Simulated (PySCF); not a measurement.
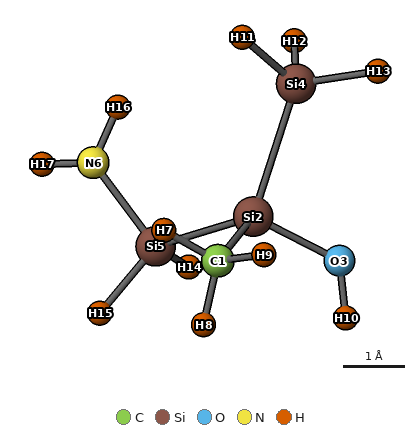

Fig. 1: The input geometry (ball-and-stick view, seen at a tilt; atoms are numbered from 1 in the order of the input).

Run report: CH11NOSi3, excited-state calculation

- system: CH11NOSi3
- method: TDDFT CAM-B3LYP/def2-SVPD, vertical, gas phase, core orbitals frozen in the response (PySCF 2.14.0)

The geometry comes from this level: GFN2-xTB. It belongs to a series of runs on one base structure; here: terminal C group replaced by H.

### The program's output
```
coarse grid: 14928 points
cycle   1  E = -1042.5199186673  dE =  2.648e-01  |g| = 7.904e-01  |ddm| = 5.136e+00
cycle   2  E = -1042.4506495352  dE =  6.927e-02  |g| = 1.022e+00  |ddm| = 2.222e+00
cycle   3  E = -1042.6496378271  dE = -1.990e-01  |g| = 8.006e-02  |ddm| = 1.084e+00
cycle   4  E = -1042.6507554381  dE = -1.118e-03  |g| = 4.129e-02  |ddm| = 1.513e-01
cycle   5  E = -1042.6511559552  dE = -4.005e-04  |g| = 7.966e-03  |ddm| = 7.806e-02
cycle   6  E = -1042.6511697577  dE = -1.380e-05  |g| = 2.887e-03  |ddm| = 1.478e-02
cycle   7  E = -1042.6511718523  dE = -2.095e-06  |g| = 5.730e-04  |ddm| = 6.774e-03
final grid: 128280 points
cycle   8  E = -1042.7909867385  dE = -2.017e-05  |g| = 3.077e-03  |ddm| = 4.855e-02
cycle   9  E = -1042.7909867314  dE =  7.067e-09  |g| = 3.220e-03  |ddm| = 9.692e-03
cycle  10  E = -1042.7909891176  dE = -2.386e-06  |g| = 2.472e-04  |ddm| = 4.318e-03
cycle  11  E = -1042.7909891296  dE = -1.203e-08  |g| = 1.526e-04  |ddm| = 6.153e-04
cycle  12  E = -1042.7909891355  dE = -5.821e-09  |g| = 1.931e-05  |ddm| = 2.383e-04
cycle  13  E = -1042.7909891356  dE = -1.448e-10  |g| = 7.851e-06  |ddm| = 5.394e-05
```

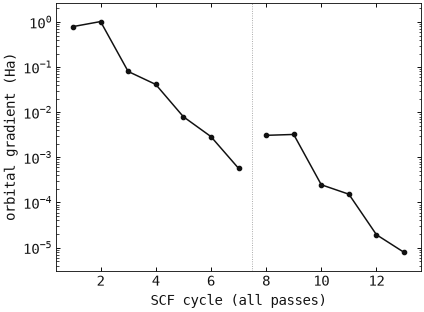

Fig. 2: Convergence of the self-consistent field: orbital gradient against the SCF cycle. The dotted line marks the change from a coarse to the final integration grid. The first 7 cycles use a coarse grid, the final grid takes over at cycle 8, and the field converges after 13 cycles in all.

```
converged SCF energy = -1042.7909891356

Static polarisability (au): isotropic 109.401, principal 96.846 106.979 124.378

Singlet excitations
state   eV       nm        f      main configurations
  1   5.3379    232.3   0.03618   H->L 0.94
  2   5.9529    208.3   0.05509   H-1->L 0.84
  3   6.3279    195.9   0.01763   H-2->L 0.87
  4   6.3977    193.8   0.04871   H->L+1 0.41, H->L+2 0.37
  5   6.9592    178.2   0.01968   H->L+2 0.40, H->L+1 0.37
  6   7.1103    174.4   0.08852   H-1->L+1 0.47, H-1->L+2 0.23
  7   7.2296    171.5   0.04901   H->L+3 0.35, H-2->L+1 0.17, H->L+4 0.16
  8   7.3480    168.7   0.06323   H-2->L+1 0.30, H-2->L+2 0.22, H->L+3 0.18

Triplet excitations (Tamm-Dancoff, eV): 4.7880 5.4980 5.7512
```

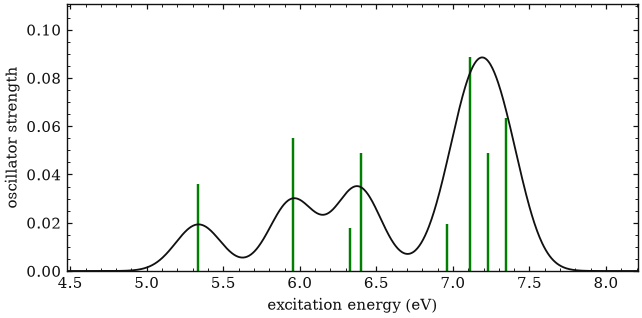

Fig. 3: Computed excitations as sticks (degenerate states added up, dark ones marked on the axis), with a Gaussian envelope of 0.35 eV full width at half maximum, scaled to the tallest. Of the 8 states the lowest lies at 5.34 eV (f = 0.036); the strongest line is at 7.11 eV, or 174 nm (f = 0.089).

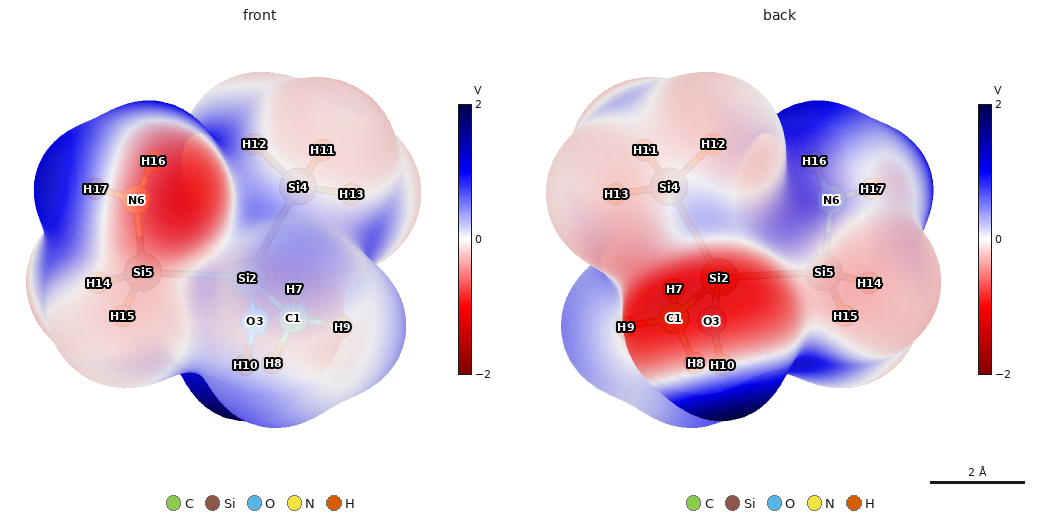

Fig. 4: The molecular electrostatic potential painted on the density surface at 0.001 e/bohr³, seen at a tilt and from behind; red is negative and blue positive. Its dipole moment is 1.22 D.

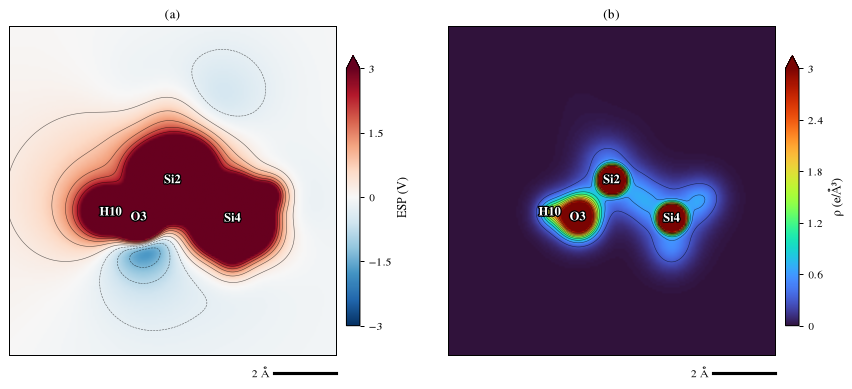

Fig. 5: (a) molecular electrostatic potential; (b) total electron density on the plane of atoms O3, Si2 and Si4. Si–O (1.65 Å): ρ is about 1.1 e/Å³ halfway. Si–Si (2.32 Å): ρ is about 0.69 e/Å³ halfway. O–H (0.95 Å): ρ is about 3.7 e/Å³ halfway, with its minimum of 2.4 e/Å³ about 0.8 Å from O.

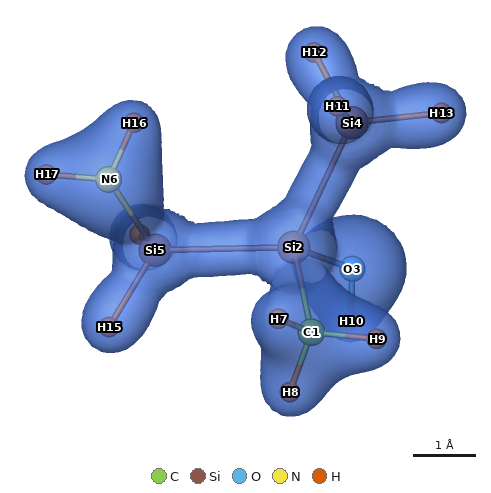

Fig. 6: Isosurface of the electron density at 0.5 e/Å³ (blue), seen at an oblique angle. At this value the surface is in one piece. On the grid the lowest density along these lines, outside the cores, is 0.92 e/Å³ (Si–O, 1.65 Å), 0.9 e/Å³ (Si–N, 1.73 Å), 0.74 e/Å³ (C–Si, 1.92 Å) and 0.68 e/Å³ (Si–Si, 2.32 Å).

This output came from the following input.

### Input
```
{"job": {"kind": "uv", "xc": "CAM-B3LYP", "basis": "def2-SVPD", "nstates": 8, "ntriplets": 3}, "charge": 0, "multiplicity": 1}
C     -0.744143     1.590052     1.215633
Si    -0.506096     0.398708    -0.268899
O     -1.277845     1.058749    -1.567782
Si    -1.742845    -1.546530     0.007420
Si     1.769721     0.234398    -0.689738
N      2.273676    -1.142385     0.221991
H     -0.329648     1.170624     2.126878
H     -0.249011     2.544578     1.046614
H     -1.795243     1.799099     1.399649
H     -1.110466     1.945243    -1.874681
H     -1.676337    -2.045467     1.388168
H     -1.205005    -2.637049    -0.821940
H     -3.171009    -1.476841    -0.318236
H      2.119583     0.162218    -2.128864
H      2.630085     1.310595    -0.170789
H      1.751002    -2.000116     0.146632
H      3.256584    -1.353845     0.278033
```

The first line tells a small driver script what to run in PySCF; the rest is the geometry in Å.

Run as:
```bash
OMP_NUM_THREADS=1 python <driver script> task.json out
```

### Summary

- outcome: converged
- total energy: −1042.790989 hartree
- HOMO: −8.51 eV
- LUMO: 0.04 eV
- dipole moment: 1.22 D
- mean polarisability: 109.40 a.u.
- lowest singlet excitation: 5.34 eV
- hardware: 1 CPU thread, shared host
- wall time: 63 s
- peak memory: 1 GiB
